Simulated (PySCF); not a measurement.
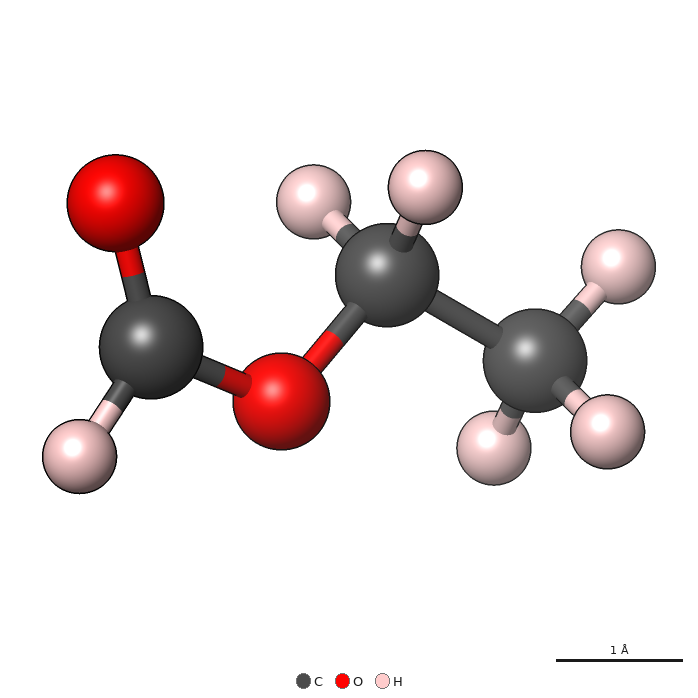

A ball-and-stick model of a molecule. Every bond is drawn as one stick, whatever its order.

The geometry was computed by an optimisation with PBE0-D3(BJ)/def2-SVP. No frequency run is at hand to confirm it as a minimum.

Identify the structure.

Formula C3H6O2. Its SMILES string is `CCOC=O`. It has no ring. Among its groups: ester. Coordination: 2 C tetrahedral; 1 O bent; 1 C trigonal planar.

More results for the same structure follow; atom numbers are the same in all pictures, views and colours differ.

Shape

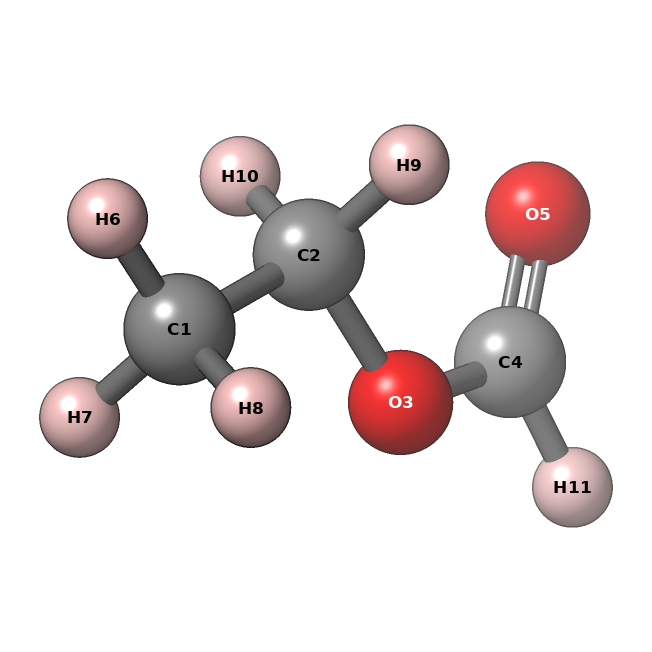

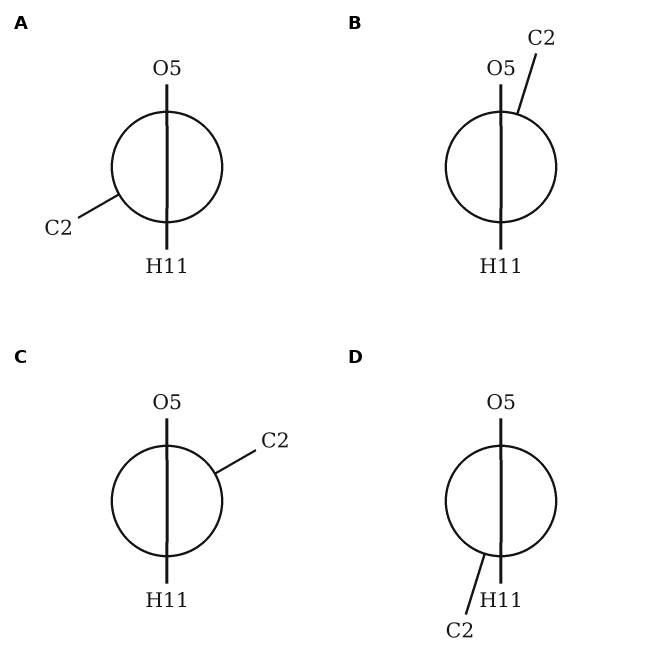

Distant atoms are faded towards the background colour. Bonds that would overlap in a projection are set slightly apart. No frequency run is at hand to confirm it as a minimum.

Which Newman projection shows the view along C4–O3, with C4 in front?

B. The torsion angle O5–C4–O3–C2 is 0°, synperiplanar (eclipsed).

Charges

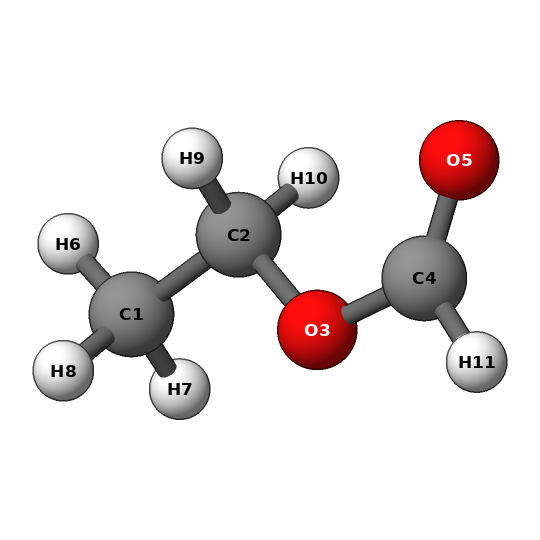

The questions are on ESP-fitted charges. No frequency run is at hand to confirm it as a minimum. Properties computed with PBE0/pcSseg-1, gas phase (PySCF 2.14.0).

Which atom carries the highest charge (most positive or least negative)?

C4 (0.65 e).

And the lowest?

C1 (−0.56 e).

Give the ESP-fitted charges atom by atom.

```json
{"atom": "C1", "value (e)": "−0.56"}
{"atom": "C2", "value (e)": "0.43"}
{"atom": "O3", "value (e)": "−0.47"}
{"atom": "C4", "value (e)": "0.65"}
{"atom": "O5", "value (e)": "−0.55"}
{"atom": "H6", "value (e)": "0.13"}
{"atom": "H7", "value (e)": "0.16"}
{"atom": "H8", "value (e)": "0.16"}
{"atom": "H9", "value (e)": "0.01"}
{"atom": "H10", "value (e)": "0.02"}
{"atom": "H11", "value (e)": "0.01"}
```

Core levels

No frequency run is at hand to confirm it as a minimum. Method: delta-SCF UKS SCAN, pcX-2 on the ionised atom, pcseg-1 elsewhere, spin-free X2C (PySCF 2.14.0).

Give the core-electron binding energies (to vacuum) of C1 1s, C2 1s, O3 1s, C4 1s, O5 1s.

```csv
atom,level,binding energy (eV)
C1,1s,291.2
C2,1s,292.7
O3,1s,539.7
C4,1s,294.9
O5,1s,538.1
```

NMR shielding

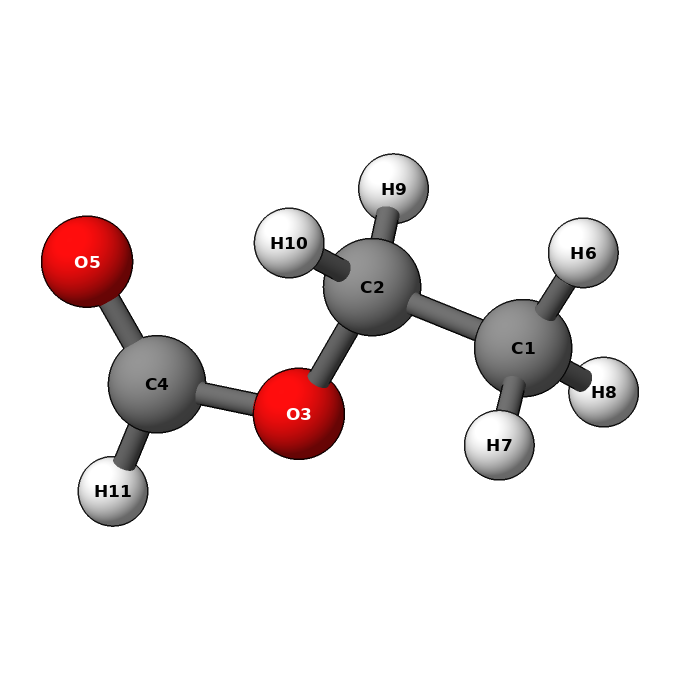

No frequency run is at hand to confirm it as a minimum. Level of theory: GIAO PBE0/pcSseg-1 NMR shielding, non-relativistic, gas phase (PySCF 2.14.0). Principal shieldings σ11 ≤ σ22 ≤ σ33, span Ω = σ33 − σ11, skew κ = 3(σiso − σ22)/Ω.

Which C atom has the most anisotropic shielding?

C4, with a span of 157 ppm.

Give the shielding tensors of the C atoms.

| atom | σ11 | σ22 | σ33 | σiso | Ω | κ |
| --- | --- | --- | --- | --- | --- | --- |
| C1 | 156.7 | 168.1 | 183.2 | 169.3 | 26.5 | 0.14 |
| C2 | 102.8 | 108.1 | 160.1 | 123.7 | 57.3 | 0.81 |
| C4 | −82.6 | 68.8 | 74.5 | 20.2 | 157.1 | −0.93 |

Shieldings and span in ppm.

Levels of theory compared

No frequency run is at hand to confirm it as a minimum. Program: PySCF 2.14.0.

Compare HOMO energy (eV), dipole (D), HOMO–LUMO gap (eV) at these levels: B3LYP/pcJ-1; KT2/pcSseg-2; PBE0/pcSseg-1; ωB97X-D/def2-SVPD.

```json
{"level": "B3LYP/pcJ-1", "HOMO energy (eV)": "−7.94", "dipole (D)": "2.10", "HOMO–LUMO gap (eV)": "7.87"}
{"level": "KT2/pcSseg-2", "HOMO energy (eV)": "−6.78", "dipole (D)": "2.16", "HOMO–LUMO gap (eV)": "5.73"}
{"level": "PBE0/pcSseg-1", "HOMO energy (eV)": "−8.22", "dipole (D)": "2.12", "HOMO–LUMO gap (eV)": "8.44"}
{"level": "ωB97X-D/def2-SVPD", "HOMO energy (eV)": "−10.31", "dipole (D)": "2.23", "HOMO–LUMO gap (eV)": "12.20"}
```
